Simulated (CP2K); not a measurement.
# GFN1-xTB run of C2H6CuN (SMILES C[N](C)[Cu])

What is the energy change on altering one bond length of C2H6CuN at GFN1-xTB? 

Program for the calculation: CP2K 2026.2.

4 further runs of the same task are left out: 1 that didn't finish, 3 set aside as unsound or not needed.

**1. The system as given**

C2H6CuN: 10 atoms, total charge 0, spin state singlet. SMILES: `C[N](C)[Cu]`. The coordinates come from a PBE0-D4/def2-TZVP relaxation.

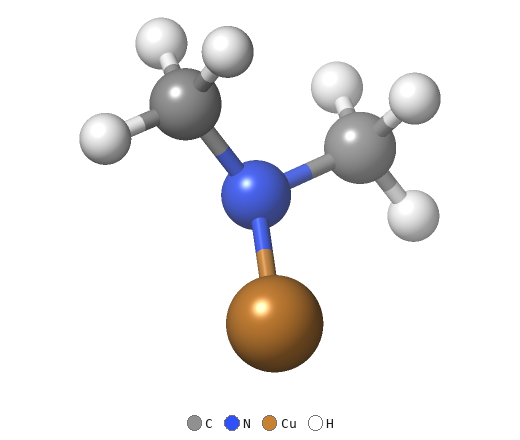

The structure, seen from a chosen angle (carbon grey, nitrogen blue, copper orange, hydrogen white).

**2. A single-point energy at GFN1-xTB**

Contents of qs.inp:

```
&GLOBAL
    PROJECT qs
    RUN_TYPE ENERGY
    PRINT_LEVEL MEDIUM
&END
&FORCE_EVAL
    METHOD QS
    &DFT
        &QS
            METHOD XTB
            EPS_DEFAULT 1.0E-10
            &XTB
                GFN_TYPE TBLITE
                &TBLITE
                    METHOD GFN1
                &END
                CHECK_ATOMIC_CHARGES F
            &END
        &END
        # isolated system
        &POISSON
            PERIODIC NONE
            POISSON_SOLVER ANALYTIC
        &END
        &SCF
            SCF_GUESS ATOMIC
            EPS_SCF 1.0E-06
            MAX_SCF 150
            ADDED_MOS 2
            &DIAGONALIZATION
                ALGORITHM STANDARD
            &END
            &MIXING
                METHOD DIRECT_P_MIXING
                ALPHA 0.4
            &END
            &SMEAR ON
                METHOD FERMI_DIRAC
                ELECTRONIC_TEMPERATURE [K] 300
            &END
        &END
        &PRINT
            &MOMENTS
                PERIODIC F
                REFERENCE COM
                MAX_MOMENT 1
            &END
            &MO ON
                ENERGIES T
                OCCUPATION_NUMBERS T
                NDIGITS 6
                &EACH
                    QS_SCF 0
                &END
                ADD_LAST NUMERIC
            &END
            &HIRSHFELD OFF
            &END
        &END
    &END
    &SUBSYS
        &CELL
            ABC 11.7 11.6 10.9
            PERIODIC NONE
        &END
        &COORD
            C     -0.203000     1.019300    -0.587000
            N     -0.357400    -0.400300    -0.391500
            C      0.575000    -0.876600     0.599000
            Cu    -2.084200    -1.008800    -0.231500
            H     -0.888400     1.386800    -1.354700
            H     -0.351400     1.630700     0.321200
            H      0.822700     1.229500    -0.936100
            H      0.483700    -1.956800     0.736900
            H      0.481400    -0.398800     1.590700
            H      1.604700    -0.676300     0.256000
        &END
        &TOPOLOGY
            &CENTER_COORDINATES
            &END
        &END
    &END
&END
```

Run with:

```console
$ OMP_NUM_THREADS=1 cp2k.psmp -i qs.inp -o qs.out
```

The program printed:

```text
CP2K| version string:                                       CP2K version 2026.2
[...]
 GLOBAL| Method name                                                        CP2K
[...]
 GLOBAL| Run type                                                         ENERGY
[...]
                             - Atoms:                                         10
[...]
                             - Spherical basis functions:                     33
[...]
 Number of electrons:                                                         30
[...]
  *** SCF run converged in    13 steps ***
[...]
  Fermi energy:                                                -0.27920910233421
[...]
 TB_DIPOLE| Moment [Debye]         -2.32184330      -0.67269776       0.44780839
 TB_DIPOLE| Derivative [a.u.]       0.00000000       0.00000000       0.00000000
[...]
 ENERGY| Total FORCE_EVAL ( QS ) energy [hartree]            -15.076364666541163
[...]
```

It took 0.22 s on 1 thread of Arm Neoverse V2, shared host.

**3. The distorted shape at the same level**

Contents of molecule.inp:

```
&FORCE_EVAL
   METHOD Quickstep
   &DFT
      # Quickstep
      &QS
         METHOD XTB
         EPS_DEFAULT 1.0E-10
         &XTB
            GFN_TYPE TBLITE
            &TBLITE
               METHOD GFN1
            &END
            CHECK_ATOMIC_CHARGES F
         &END
      &END
      &POISSON
         PERIODIC NONE
         POISSON_SOLVER ANALYTIC
      &END
      &SCF
         SCF_GUESS ATOMIC
         EPS_SCF 1.0E-06
         MAX_SCF 150
         ADDED_MOS 2
         &DIAGONALIZATION
            ALGORITHM STANDARD
         &END
         &MIXING
            METHOD DIRECT_P_MIXING
            ALPHA 0.4
         &END
         &SMEAR ON
            METHOD FERMI_DIRAC
            ELECTRONIC_TEMPERATURE [K] 300
         &END
      &END
      &PRINT
         &MOMENTS
            PERIODIC F
            REFERENCE COM
            MAX_MOMENT 1
         &END
         &MO ON
            ENERGIES T
            OCCUPATION_NUMBERS T
            NDIGITS 6
            &EACH
               QS_SCF 0
            &END
            ADD_LAST NUMERIC
         &END
         &HIRSHFELD OFF
         &END
      &END
   &END
   &SUBSYS
      &CELL
         ABC 12.6 12.1 11.9
         PERIODIC NONE
      &END
      &COORD
         C     -1.135411     1.495606    -1.577511
         N     -1.289811     0.076006    -1.382011
         C      0.575000    -0.876600     0.599000
         Cu    -3.016611    -0.532494    -1.222011
         H     -1.820811     1.863106    -2.345211
         H     -1.283811     2.107006    -0.669311
         H     -0.109711     1.705806    -1.926611
         H      0.483700    -1.956800     0.736900
         H      0.481400    -0.398800     1.590700
         H      1.604700    -0.676300     0.256000
      &END
      &TOPOLOGY
         &CENTER_COORDINATES
         &END
      &END
   &END
&END

&GLOBAL
   PROJECT_NAME molecule
   RUN_TYPE ENERGY
   PRINT_LEVEL MEDIUM
&END
```

Run with:

```console
$ OMP_NUM_THREADS=1 cp2k.psmp -i molecule.inp -o molecule.out
```

The program printed:

```text
CP2K| version string:                                       CP2K version 2026.2
[...]
 GLOBAL| Method name                                                        CP2K
[...]
 GLOBAL| Run type                                                         ENERGY
[...]
                             - Atoms:                                         10
[...]
                             - Spherical basis functions:                     33
[...]
 Number of electrons:                                                         30
[...]
  *** SCF run converged in    26 steps ***
[...]
  Fermi energy:                                                -0.33712872590025
[...]
 TB_DIPOLE| Moment [Debye]         -3.81040993       0.26891525      -0.72359140
 TB_DIPOLE| Derivative [a.u.]       0.00000000       0.00000000       0.00000000
[...]
 ENERGY| Total FORCE_EVAL ( QS ) energy [hartree]            -14.923748120218114
[...]
```

It took 0.24 s on 1 thread of Arm Neoverse V2, shared host.

**4. Summary of results**

At GFN1-xTB:

| quantity | value |
| --- | --- |
| first shape: total energy | -15.07636 Eh |
| first shape: dipole moment (from atomic charges alone) | 2.46 D |
| first shape: HOMO energy | -8.72 eV |
| first shape: LUMO energy | -6.70 eV |
| first shape: HOMO–LUMO gap | 2.02 eV |
| distorted shape: total energy | -14.92375 Eh |
| distorted shape: dipole moment (from atomic charges alone) | 3.89 D |
| distorted shape: HOMO energy | -9.31 eV |
| distorted shape: LUMO energy | -9.04 eV |
| distorted shape: HOMO–LUMO gap | 0.28 eV |
| energy change with the N2–C3 bond stretched from 1.441 to 2.883 Å | 4.153 eV |

One bond (distorted shape) is far stretched, which a spin-restricted single reference describes badly. With the N2–C3 bond stretched from 1.441 to 2.883 Å the energy rises by 4.15 eV (401 kJ/mol). The first shape isn't relaxed at this level, so the change isn't measured from a minimum. A restricted reference can't describe the breaking bond well at this length. The dipole (first shape) comes from point charges on the atoms alone, without atomic dipoles, so it is partial. The dipole (distorted shape) comes from point charges on the atoms alone, without atomic dipoles, so it is partial.
